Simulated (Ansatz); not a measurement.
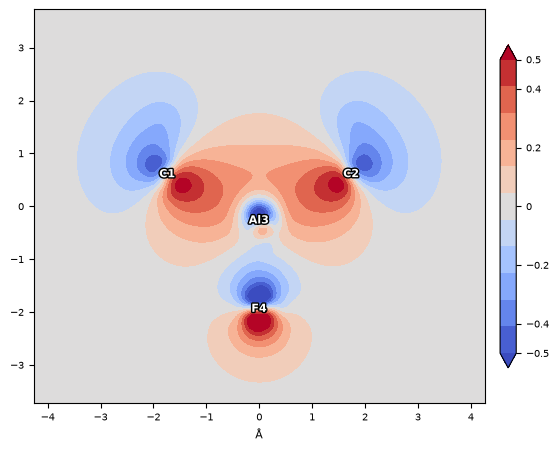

*C2H6AlF. The HOMO−1 on the plane of atoms C1, Al3 and F4 (values in Å⁻³ᐟ²; the overall sign is arbitrary).*

Geometry: r2SCAN-D4/def2-SVP.

These are results of isolated molecule in a Gaussian basis; Kohn-Sham density functional theory, functional PBE0 in Ansatz 0.2.0, not measurements.

Input file:

```
crystal:
  periodic: [false, false, false]
  atoms:
    - {symbol: C, position_ang: [-0.193436, 1.787315, -0.995914]}
    - {symbol: C, position_ang: [-1.360432, -1.458564, -1.442582]}
    - {symbol: Al, position_ang: [-1.586606, 0.468322, -1.312528]}
    - {symbol: F, position_ang: [-3.146533, 1.053425, -1.494793]}
    - {symbol: H, position_ang: [-0.544521, 2.618984, -0.362666]}
    - {symbol: H, position_ang: [0.709414, 1.358826, -0.530385]}
    - {symbol: H, position_ang: [0.127264, 2.240848, -1.951521]}
    - {symbol: H, position_ang: [-0.320975, -1.759265, -1.653388]}
    - {symbol: H, position_ang: [-2.009081, -1.900409, -2.217307]}
    - {symbol: H, position_ang: [-1.644880, -1.942110, -0.490289]}
basis:
  gaussian: {orbitals: def2-TZVPD}
hamiltonian: {xc: {name: PBE0}}
output: {forces: true, orbitals: {seedname: orbitals}}
```

Command:

```sh
ansatz run input.yaml --threads 1 --pin off --max-ram 2610MiB --events-out events.jsonl --progress --plain --runs-dir runs
```

Question: Describe this orbital and give its energy.

Answer: It lies mainly on Al3 (about 25 %), C1 (about 25 %), C2 (about 25 %) and F4 (about 15 %). Its energy is −9.69 eV.
